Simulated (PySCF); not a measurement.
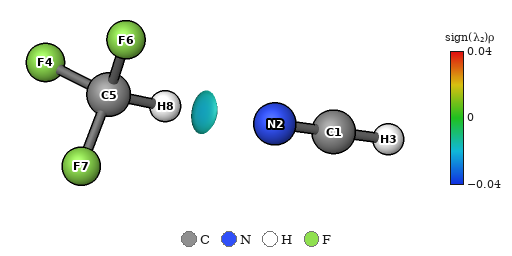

*C2H2F3N, SMILES `C#N.FC(F)F`. Non-covalent interaction surfaces between the fragments (reduced density gradient s = 0.5, coloured by sign(λ₂)ρ in a.u.; trimmed to the region between the fragments where ρ is under 0.06 a.u.). Fragment A: HCN (atoms 1–3); fragment B: HCF3.*

PySCF calculation, HF/aug-cc-pVDZ, gas phase; geometry: GFN2-xTB.

Input

```python
import numpy as np
from pyscf import gto, scf, dft
from pyscf.scf import atom_ks, atom_hf
from scipy.linalg import block_diag
from pyscf.dispersion import dftd3

def solve(mol, dm0=None, hcore=None):
    mf = scf.UHF(mol) if mol.spin else scf.RHF(mol)
    mf = mf.density_fit(auxbasis='def2-universal-jkfit')
    mf.conv_tol, mf.max_cycle = 1e-8, 80
    if hcore is not None:
        mf.get_hcore = lambda *args: hcore
    mf.kernel(dm0)
    if not mf.converged:
        mf = mf.newton().run(mf.mo_coeff, mf.mo_occ, max_cycle=30)
    assert mf.converged, 'SCF not converged'
    return mf

mol = gto.M(atom='''
C      3.47994    -0.00058    -0.00051
N      2.34254     0.00547     0.02856
H      4.53723    -0.00639    -0.02740
F     -1.34766    -1.22624    -0.22747
C     -0.88466     0.00076     0.00571
F     -1.33472     0.80036    -0.95994
F     -1.39811     0.42156     1.16044
H      0.21776     0.00586     0.03900
''', basis='aug-cc-pvdz', charge=0, spin=0, verbose=4)
mol_a = gto.M(atom='''
C      3.47994    -0.00058    -0.00051
N      2.34254     0.00547     0.02856
H      4.53723    -0.00639    -0.02740
ghost-F     -1.34766    -1.22624    -0.22747
ghost-C     -0.88466     0.00076     0.00571
ghost-F     -1.33472     0.80036    -0.95994
ghost-F     -1.39811     0.42156     1.16044
ghost-H      0.21776     0.00586     0.03900
''', basis='aug-cc-pvdz', charge=0, spin=0, verbose=4)
mol_b = gto.M(atom='''
ghost-C      3.47994    -0.00058    -0.00051
ghost-N      2.34254     0.00547     0.02856
ghost-H      4.53723    -0.00639    -0.02740
F     -1.34766    -1.22624    -0.22747
C     -0.88466     0.00076     0.00571
F     -1.33472     0.80036    -0.95994
F     -1.39811     0.42156     1.16044
H      0.21776     0.00586     0.03900
''', basis='aug-cc-pvdz', charge=0, spin=0, verbose=4)
ab, a, b = solve(mol), solve(mol_a), solve(mol_b)
e_int = ab.e_tot - a.e_tot - b.e_tot
print('counterpoise-corrected interaction energy / kcal/mol', e_int * 627.5095)
def disp(atoms, charge):
    m = gto.M(atom=atoms, charge=charge, basis='sto-3g', spin=None, unit='Bohr', verbose=0)
    return dftd3.DFTD3Dispersion(m, xc='hf', version='d3bj').get_dispersion()['energy']
e_disp = disp(mol._atom, mol.charge) - disp(mol._atom[:3], mol_a.charge) - disp(mol._atom[3:], mol_b.charge)
print('D3(BJ) part / kcal/mol', e_disp * 627.5095)
# spherically averaged free atoms, for the promolecule
atm = scf.atom_hf.get_atm_nrhf(mol)
pro = block_diag(*[(atm[a[0]][2] * atm[a[0]][3]) @ atm[a[0]][2].T for a in mol._atom])
np.savez('result.npz', e_int=e_int, e_disp=e_disp, dm_a=a.make_rdm1(), dm_b=b.make_rdm1(), c=ab.mo_coeff, occ=ab.mo_occ, eps=ab.mo_energy, pro=pro, d=[f.dip_moment(verbose=0) for f in (ab, a, b)])
```

Run with:

```sh
OMP_NUM_THREADS=1 python input.py
```

The run took 2.6 s on 1 thread of Intel(R) Xeon(R) 6975P-C (Granite Rapids) (shared host), peak memory 0.29 GiB.

Partitions, critical points and surface values were worked out afterwards from this run's density.

Q: Interpret the surfaces between the fragments.

A: Bond critical points between the fragments: N2···H8, weak C–H hydrogen bond, 2.12 Å, ρ = 0.019 a.u. It appears blue-green. The pose is a local one from a semi-empirical search, not shown to be the most stable.

Q: How strongly are they bound?

A: The counterpoise-corrected interaction energy of the frozen fragments is −1.4 kcal/mol without dispersion correction and −3.1 kcal/mol with D3(BJ). The pair geometry is semi-empirical, not a minimum at this level.
